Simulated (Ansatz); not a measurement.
BSiH5TeO: several calculations on one system

Part 1: Relaxation

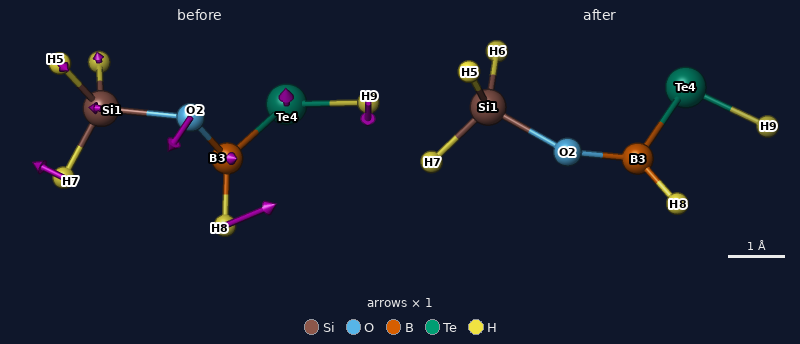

The structure of BSiH₅TeO before (left) and after (right) a relaxation, at one scale. The purple arrows give the displacements, at their true length.

Style: ball-and-stick. Shown at a tilt.

The run prepares an end point of a later path (torsion) calculation, from a guessed geometry.

Theory: RHF/def2-SVPD in Ansatz.

Input
```yaml
crystal:
  periodic: [false, false, false]
  atoms:
    - { symbol: Si, position_ang: [0.4683, 0.77, -1.2425] }
    - { symbol: O, position_ang: [-0.63, -0.4296, -0.6862] }
    - { symbol: B, position_ang: [-0.0692, -0.8933, 0.5545] }
    - { symbol: Te, position_ang: [-0.6422, -0.0451, 2.4985] }
    - { symbol: H, position_ang: [-0.0984, 1.3295, -2.5443] }
    - { symbol: H, position_ang: [0.4761, 1.9341, -0.2827] }
    - { symbol: H, position_ang: [1.798, 0.2797, -1.4789] }
    - { symbol: H, position_ang: [0.7715, -1.775, 0.5538] }
    - { symbol: H, position_ang: [-1.9855, -1.2165, 2.6106] }
basis:
  gaussian: { orbitals: def2-SVPD }
hamiltonian:
  xc: hf
relax:
  f_tol: 0.015
  max_steps: 40
output:
  orbitals: {}
```

Run as
```bash
ansatz run input.yaml --threads 2 --pin off --max-ram 3072MiB --backend cpu --events-out ev --progress --plain --runs-dir out
```

Describe what moved and what it gained.

After 22 accepted moves (24 points after the start) the energy has fallen by 33.2 kcal/mol. Largest force component: 3 eV/Å at the start, 0.00055 eV/Å at the end. The line search rejected the trial steps at points 8, 21 of the run. The forces were under the threshold at step 19, but the run went on from there. The largest move after the best rigid fit is that of H8, 1.25 Å. By element the largest moves are H 1.25 Å, O 0.87 Å, Te 0.43 Å, B 0.29 Å, Si 0.26 Å. Some distances before and after: Si1–B3 2.507 → 2.871 Å, Te4–H9 1.786 → 1.647 Å, O2–B3 1.438 → 1.331 Å, Si1–H5 1.526 → 1.475 Å. Bond angles that change, for instance: Si1–O2–B3 104.8° → 146.2°, O2–Si1–H7 114.0° → 107.8°, H5–Si1–H6 105.2° → 110.4°. Groups turn about O2–B3 by about 95°, B3–Te4 by about 90°, Si1–O2 by about 60°. The run took 85 s on 2 threads of Arm Neoverse V2 (shared host), peak memory 0.4 GiB.

Part 2: Relaxation

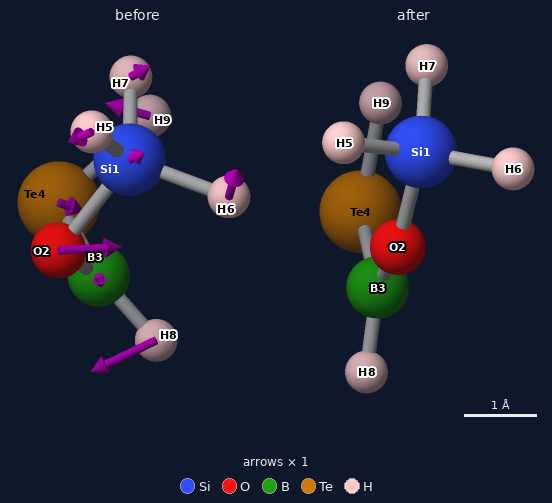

The structure of BSiH5TeO before (left) and after (right) a relaxation, at one scale. The purple arrows give the displacements, at their true length.

Style: ball-and-stick. Shown from a free direction.

The run prepares an end point of a later path (torsion) calculation, from a guessed geometry.

These are results of RHF/def2-SVPD (Ansatz 0.2.0), not measurements.

Input file:
```yaml
crystal:
  periodic: [false, false, false]
  atoms:
    - { symbol: Si, position_ang: [0.4683, 0.77, -1.2425] }
    - { symbol: O, position_ang: [-0.63, -0.4296, -0.6862] }
    - { symbol: B, position_ang: [-0.0692, -0.8933, 0.5545] }
    - { symbol: Te, position_ang: [1.42395, -2.50233, 0.64622] }
    - { symbol: H, position_ang: [-0.0984, 1.3295, -2.5443] }
    - { symbol: H, position_ang: [0.4761, 1.9341, -0.2827] }
    - { symbol: H, position_ang: [1.798, 0.2797, -1.4789] }
    - { symbol: H, position_ang: [-0.43312, -0.40583, 1.61001] }
    - { symbol: H, position_ang: [2.72873, -1.29908, 0.44889] }
basis:
  gaussian: { orbitals: def2-SVPD }
hamiltonian:
  xc: hf
relax:
  f_tol: 0.015
  max_steps: 40
```

Launched with:
```bash
ansatz run input.yaml --threads 2 --pin off --max-ram 3072MiB --backend cpu --events-out ev --progress --plain --runs-dir out
```

**Describe what moved and what it gained.**

The largest move after the best rigid fit is that of H8, 1.03 Å. Largest moves by element: H 1.03 Å, O 0.92 Å, Te 0.42 Å, Si 0.27 Å, B 0.21 Å. Among the contacts that change: Si1–B3 2.507 → 2.903 Å, Te4–H9 1.786 → 1.649 Å, O2–B3 1.438 → 1.328 Å, Si1–O2 1.719 → 1.665 Å. Bond angles that change, for instance: Si1–O2–B3 104.8° → 151.8°, B3–Te4–H9 89.9° → 97.6°, H5–Si1–H6 105.2° → 110.7°. Groups turn about B3–Te4 by about 90°, O2–B3 by about 85°, Si1–O2 by about 65°. The energy falls by 33.4 kcal/mol in 16 accepted moves (18 points after the start). The largest force component goes from 3 to 0.0057 eV/Å. The line search rejected the trial steps at points 11, 15 of the run. Cost: 67 s on 2 threads of Arm Neoverse V2, on a shared host, peak memory 0.4 GiB.

Part 3: Path

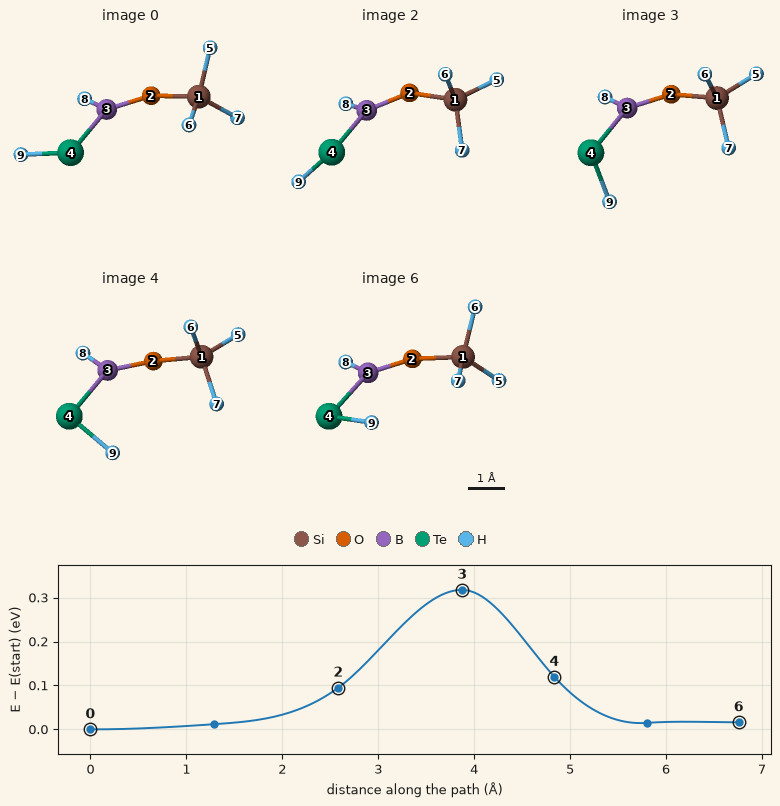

NEB run on BSiH5TeO. Images are numbered from 0 (start) to 6 (end). The picture is a ball-and-stick view, seen from a free direction.

These are results of RHF/def2-SVPD (Ansatz 0.2.0), not measurements. Settings: 5 movable images; climbing image; force threshold 0.05 eV/Å; iteration limit 60; starting path by image-dependent pair potential.

Question: Describe the mechanism and the energy profile.

Answer: Forward barrier 0.32 eV, backward barrier 0.30 eV, with image 3 at the top; the reaction energy is +0.02 eV. The motion is a rotation about the O2–B3 bond, with a turn of about 125° about Si1–O2, with a turn of about 180° about B3–Te4. No bond forms or breaks between the ends. Bond angles that change up to the highest image, for instance: Si1–O2–B3 146.2° → 141.6°, O2–Si1–H5 107.9° → 105.8°. The band is converged.
